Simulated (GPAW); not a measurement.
# How BaTiO3 absorbs and reflects light, part 2 of 2

Aim: the dielectric function of BaTiO3, and the optical constants that follow from it. The cell comes from an older database entry, whose edges can differ from later determinations, mostly by under a per cent.

GPAW 26.7.0; DFT, PBE, plane-wave PAW (GPAW data sets), scalar-relativistic, RPA, optical limit.

So far. Step 2 (Ground state): There is a gap, 1.81 eV on this mesh (points off the mesh can give less), so no carriers' term is needed.

The database entry behind the starting cell differs from later determinations by our own check (c/a about 0.6 % short), so it need not match the best structure at ambient conditions.

### 4. Dielectric function, RPA (continued)

The Im ε has structure finer than the step of the table below, so its rows give means over 0.5 eV, whole bins alone (the curve runs from 0 to 14.0 eV). Peaks (eV: height): E ∥ x 4.16: 7.56, 7.21: 4.70, 8.70: 4.83; E ∥ z 4.16: 6.92, 7.27: 5.10, 7.97: 5.52, 8.64: 5.14.

Sum at mesh points, not converged in k; values under the direct gap are tails of Lorentzian lines. Table of Im ε by photon energy; means over each step:

| photon energy (eV) | E ∥ x | E ∥ z |
| --- | --- | --- |
| 0.5 | 0.0268 | 0.0196 |
| 1.0 | 0.0620 | 0.0436 |
| 1.5 | 0.129 | 0.0805 |
| 2.0 | 0.490 | 0.174 |
| 2.5 | 1.39 | 0.610 |
| 3.0 | 3.17 | 1.86 |
| 3.5 | 5.00 | 3.68 |
| 4.0 | 6.49 | 5.81 |
| 4.5 | 5.99 | 5.72 |
| 5.0 | 3.63 | 4.18 |
| 5.5 | 2.96 | 3.26 |
| 6.0 | 2.95 | 3.12 |
| 6.5 | 3.36 | 3.74 |
| 7.0 | 4.18 | 4.36 |
| 7.5 | 4.23 | 4.69 |
| 8.0 | 4.18 | 4.68 |
| 8.5 | 4.27 | 4.62 |
| 9.0 | 4.20 | 4.35 |
| 9.5 | 3.75 | 4.05 |
| 10.0 | 3.79 | 3.75 |
| 10.5 | 3.52 | 3.36 |
| 11.0 | 2.72 | 2.69 |
| 11.5 | 2.23 | 2.22 |
| 12.0 | 1.83 | 1.80 |
| 12.5 | 1.29 | 1.34 |
| 13.0 | 0.948 | 0.959 |
| 13.5 | 0.715 | 0.720 |

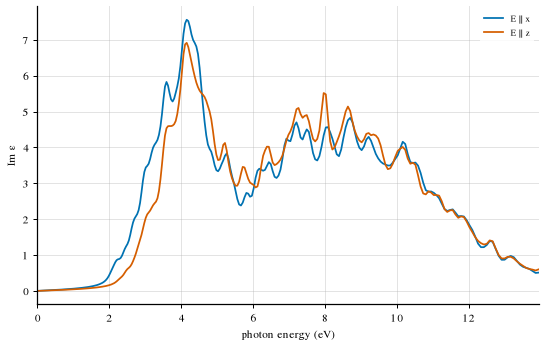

Im ε, plotted against photon energy.

The reflectivity at normal incidence has structure finer than the step of the table below, so its rows give means over 0.5 eV, whole bins alone (the curve runs from 0 to 14.0 eV). Peaks (eV: height): E ∥ x 4.16: 31.0, 7.21: 22.7, 8.77: 25.3, 10.66: 28.7, 12.18: 27.0, 12.75: 21.2; E ∥ z 4.11: 29.7, 8.03: 27.3, 8.70: 26.7, 9.55: 26.9, 10.59: 29.9, 12.75: 21.8.

Sum at mesh points, not converged in k. Reflectivity at normal incidence against photon energy; means over each step:

```csv
photon energy (eV),E ∥ x (%),E ∥ z (%)
0.5,17.7,16.6
1.0,18.2,17.0
1.5,19.3,17.7
2.0,21.2,19.1
2.5,23.3,21.2
3.0,25.6,23.5
3.5,27.1,26.0
4.0,28.9,28.1
4.5,28.0,26.0
5.0,18.7,20.8
5.5,15.6,17.2
6.0,16.3,17.1
6.5,17.7,19.4
7.0,20.9,21.6
7.5,21.2,22.9
8.0,21.1,23.6
8.5,21.9,23.6
9.0,23.5,24.5
9.5,23.0,25.7
10.0,23.0,24.1
10.5,27.4,28.2
11.0,26.1,25.6
11.5,24.3,24.9
12.0,25.6,25.3
12.5,19.5,20.0
13.0,13.9,14.7
13.5,7.33,7.38
```

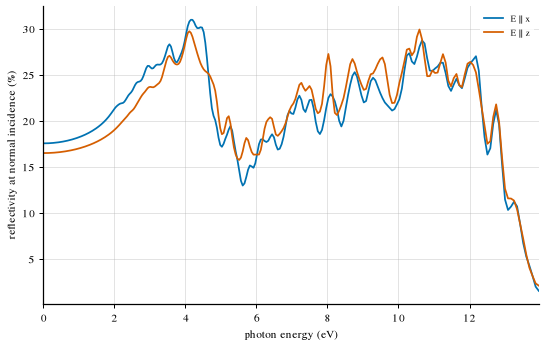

Reflectivity at normal incidence against photon energy.

The loss function −Im 1/ε at q → 0 has structure finer than the step of the table below, so its rows give means over 0.5 eV, whole bins alone (the curve runs from 0 to 14.0 eV). Peaks (eV: height): E ∥ x 12.92: 1.15, 13.43: 1.12; E ∥ z 12.92: 1.10.

Sum at mesh points, not converged in k; values under the direct gap are tails of Lorentzian lines. Loss function −Im 1/ε at q → 0 against energy loss; means over each step:

```
energy loss (eV)    E ∥ x    E ∥ z
             0.5   7.4e-4   6.1e-4
             1.0  0.00160  0.00130
             1.5  0.00296  0.00220
             2.0  0.00893  0.00406
             2.5   0.0206   0.0112
             3.0   0.0398   0.0278
             3.5   0.0625   0.0459
             4.0   0.0826   0.0723
             4.5    0.152    0.123
             5.0    0.191    0.162
             5.5    0.193    0.160
             6.0    0.138    0.136
             6.5    0.145    0.134
             7.0    0.138    0.128
             7.5    0.179    0.163
             8.0    0.181    0.177
             8.5    0.191    0.183
             9.0    0.221    0.218
             9.5    0.257    0.246
            10.0    0.253    0.261
            10.5    0.283    0.296
            11.0    0.363    0.367
            11.5    0.441    0.442
            12.0    0.526    0.536
            12.5    0.765    0.739
            13.0     1.00     1.01
            13.5    0.988    0.986
```

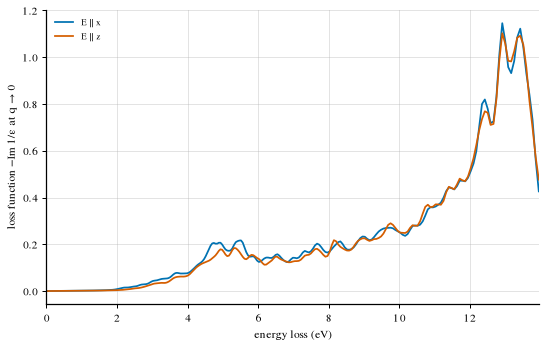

Loss function −Im 1/ε at q → 0, plotted against energy loss.

Sum at mesh points, not converged in k; values under the direct gap are tails of Lorentzian lines. Table of Im ε, E ∥ x by photon energy; read off at these points:

```csv
photon energy (eV),without local fields,with local fields
0.0,0,0
1.0,0.0642,0.0609
2.0,0.469,0.440
3.0,3.70,3.39
3.6,6.20,5.81
4.0,6.87,6.48
4.2,7.66,7.52
5.0,3.22,3.35
6.0,2.67,2.78
7.0,4.05,4.19
8.0,4.54,4.46
8.7,5.13,4.82
9.0,4.20,3.95
10.0,4.18,3.74
10.2,4.63,4.13
11.0,2.92,2.75
12.0,1.84,1.87
13.0,0.942,0.869
```

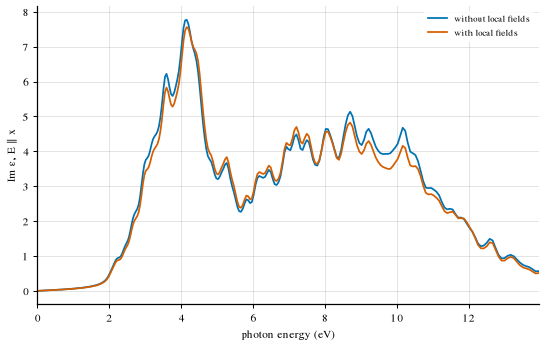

Im ε, E ∥ x against photon energy.

Optical constants at common wavelengths, from n + ik = √ε:

| wavelength (nm) | n x | k x | R (%) x | 1/α x | n z | k z | R (%) z | 1/α z |
| --- | --- | --- | --- | --- | --- | --- | --- | --- |
| 1550 | 2.47 | 0.009 | 18.0 | 13 µm | 2.39 | 0.007 | 16.8 | 18 µm |
| 800 | 2.57 | 0.026 | 19.4 | 2.4 µm | 2.46 | 0.017 | 17.8 | 3.7 µm |
| 532 | 2.78 | 0.169 | 22.4 | 251 nm | 2.64 | 0.072 | 20.4 | 591 nm |
| 405 | 2.92 | 0.598 | 25.7 | 54 nm | 2.84 | 0.377 | 23.7 | 86 nm |
| 308 | 2.80 | 1.202 | 29.5 | 20 nm | 2.90 | 1.059 | 29.0 | 23 nm |
| 248 | 1.82 | 0.924 | 17.3 | 21 nm | 1.92 | 0.972 | 19.0 | 20 nm |
| 193 | 2.05 | 0.868 | 18.5 | 18 nm | 2.13 | 0.945 | 20.3 | 16 nm |

Below the direct gap, k and the depth come from the tails of the Lorentzian lines, not from transitions.

Rows near the edge hang on the gap, which this functional as a rule makes too small, and phonon-assisted absorption is left out.

### 5. Summary of results

| Property | Result |
| --- | --- |
| electronic dielectric constant ε∞, mean over x, y and z (by symmetry where fewer were run) (RPA) | 5.85 |

**Reading.** At this level (PBE, RPA) BaTiO3 has a mean ε∞ = 5.85 and n = 2.47 at 1550 nm (E ∥ x). On the mesh the gap is 1.91 eV and the least direct gap 2.08 eV, so on this mesh the band edges lie at different points. Local fields change the static value along x from 6.21 to 5.97 (-4 %). The static values by axis are 5.97 (x), 5.61 (z). Excitons and phonon-assisted transitions are missing; PBE gaps are as a rule too small, which pulls the onset down and ε∞ up. Spin-orbit coupling is left out although heavy atoms are present. In this version of GPAW the matrix elements of the optical limit are incomplete, which can lower ε − 1 by up to a tenth where first-row anions or d states rule, and shift it by more in d metals. The sum runs over mesh points 0.22 Å⁻¹ apart with no interpolation, so peaks are partly noise of the mesh and static values carry its error.

[Machine, clock and banner lines and Python warnings are left out of the logs.]

[Logs are printed without paths, hosts, clocks, repeated set-up lines and the standing remarks that a program may print on its own settings, such as how far it seeks lower states.]

[Hosts, paths, dates, database ids (printed as entryN), source tags and the programs' standing remarks are cut or masked in the printed files.]
